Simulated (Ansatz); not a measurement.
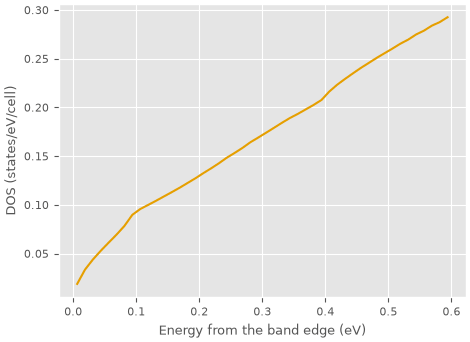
Fig. 1. Density of states of BP (F-43m) above the conduction band minimum, PBEsol with spin-orbit coupling, rigid bands in Ansatz (a program for electronic structure); cell volume 23.1 Å³.

**Question.** What effective density of states at 300 K does this give (∫ g(E) exp(−E/k_BT) dE, both spins, divided by the cell's size)?

**Answer.** 4.1e19 cm⁻³, a density-of-states mass of 1.38 mₑ, valleys and band degeneracy included.

Geometry: cell and atoms relaxed with PBEsol.
